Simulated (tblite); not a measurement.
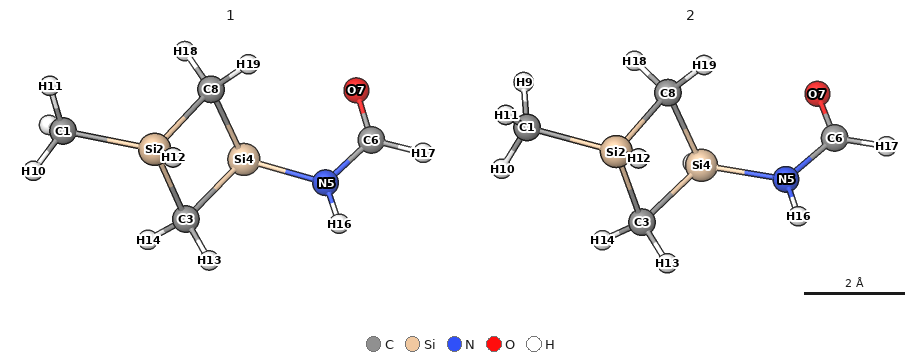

Two geometries of C₄H₁₁NOSi₂, drawn at one scale. One is the start of a relaxation, the other its converged end. The picture is a ball-and-stick view, seen at a tilt.

The calculation used GFN2-xTB geometry optimisation, gas phase in tblite 0.8.0. 

Which geometry has the lower energy?

Answer. Structure 1 is the relaxed one. Over 127 geometry steps the energy falls by 18.9 kcal/mol. The largest move after the best rigid fit is that of an H atom, 1.00 Å. Largest moves by element: H 1.00 Å, O 0.28 Å, N 0.16 Å, Si 0.16 Å, C 0.12 Å. Near-neighbour distances that change, for instance: O–Si 2.917 → 2.737 Å, C–N 1.434 → 1.335 Å, C–Si 1.844 → 1.920 Å, C–Si 1.873 → 1.924 Å. Among the angles between lasting bonds that change: H–C–H 115.0° → 106.5°, C–Si–H 115.1° → 121.6°, C–Si–N 113.0° → 107.0°. Groups turn about C–Si by about 55°.
